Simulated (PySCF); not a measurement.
Ge(OH)(SMe)3, SMILES C[S][Ge]([OH])([S]C)[S]C at its GFN2-xTB optimised geometry (Å):

```
18

C     -2.1568     0.3940    -0.5248
S     -0.4513     0.7484     0.0000
Ge     0.3779    -1.3576     0.0000
O     -0.2025    -1.9826    -1.5597
S     -0.4473    -2.7382     1.5958
C      0.5464    -2.1945     3.0234
S      2.6508    -1.3576     0.0000
C      2.9319    -0.1743    -1.3539
H     -2.6487    -0.2312     0.2143
H     -2.6508     1.3576    -0.5899
H     -2.1435    -0.0921    -1.4941
H     -0.1375    -2.9268    -1.6955
H      1.6024    -2.2978     2.7950
H      0.3031    -1.1666     3.2733
H      0.2728    -2.8525     3.8413
H      2.4487    -0.5286    -2.2592
H      4.0071    -0.1346    -1.4929
H      2.5524     0.8025    -1.0704
```

Method: PySCF with PBE0/def2-SVP.

Map of the HOMO−1 amplitude (bohr^(-3/2)) on the plane z = 1.0 Å; orbital energy -6.84 eV, overall sign arbitrary:

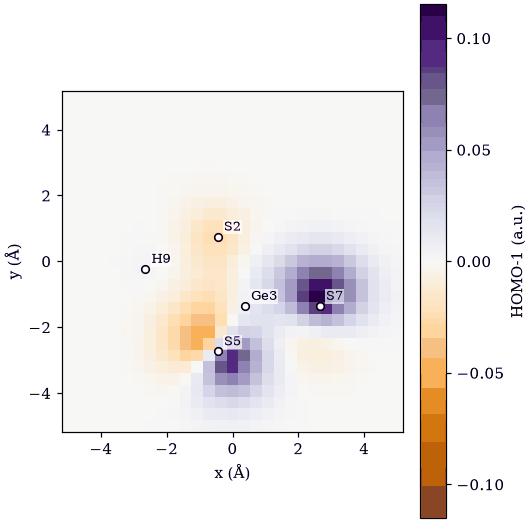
Figure: HOMO−1 amplitude (bohr^(-3/2)) on the plane z = 1.0 Å.
